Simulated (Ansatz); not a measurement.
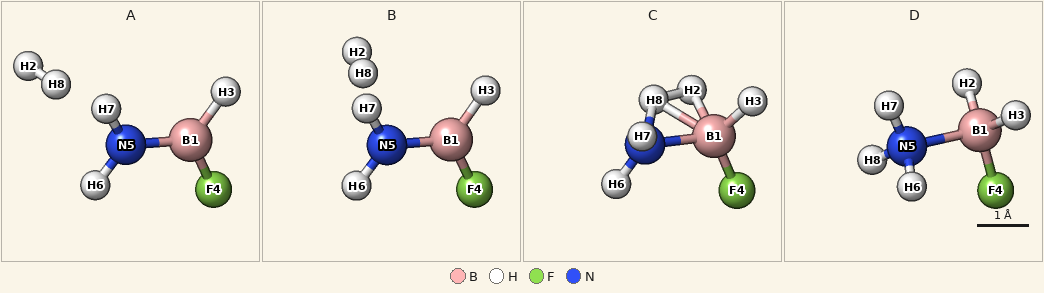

4 geometries from a converged minimum-energy path of BNH$_{5}$F, shuffled. The picture is a ball-and-stick view, seen at a tilt.

Level of theory: RKS LDA/6-31G* (Ansatz). Settings: 5 movable images; climbing image; force threshold 0.05 eV/Å; iteration limit 60; starting path through a guess of the saddle point.

> Which of them lies highest in energy?

C. In order along the path, whose images run from 0 to 6: D (image 0, 0.00 eV), C (image 3, +1.38 eV), B (image 5, −0.01 eV), A (image 6, −0.02 eV). Breaking: B1–H2 (1.23 → 1.43 at the top → 3.81 Å), N5–H8 (1.03 → 1.38 at the top → 2.40 Å). Forming: H2–H8 (2.53 → 1.02 at the top → 0.77 Å).
